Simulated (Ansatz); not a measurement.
```yaml
atoms:
  - { symbol: Ge, position_ang: [-0.4853, 0.1124, -0.3468] }
  - { symbol: C, position_ang: [-0.4772, -0.0589, 1.5577] }
  - { symbol: N, position_ang: [-0.4625, -0.0435, 2.7367] }
  - { symbol: C, position_ang: [1.3190, -0.0592, -0.9560] }
  - { symbol: N, position_ang: [2.4398, -0.0507, -1.3235] }
  - { symbol: H, position_ang: [-1.2062, 1.3489, -0.8613] }
  - { symbol: H, position_ang: [-1.1276, -1.2491, -0.8068] }
```

Geometry: r2SCAN-D4/def2-SVP.

The calculation used UKS PBE0-D4/def2-TZVP (Ansatz).

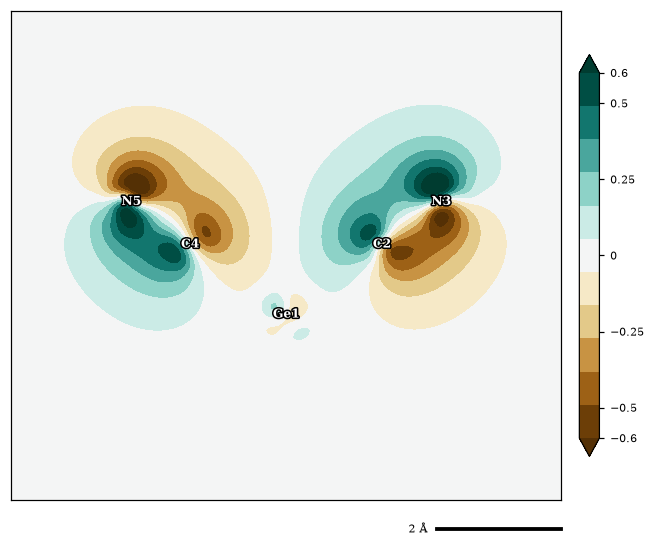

C₂H₂GeN₂ (charge +1, doublet). The HOMO−1 (β) on the plane of atoms C2, Ge1 and C4 (values in Å⁻³ᐟ²; the overall sign is arbitrary).

### What is the character of this orbital?

Its weight (Hirshfeld) is mainly on N3 (about 30 %), N5 (about 30 %), C4 (about 20 %) and C2 (about 20 %). Its energy is −16.26 eV.
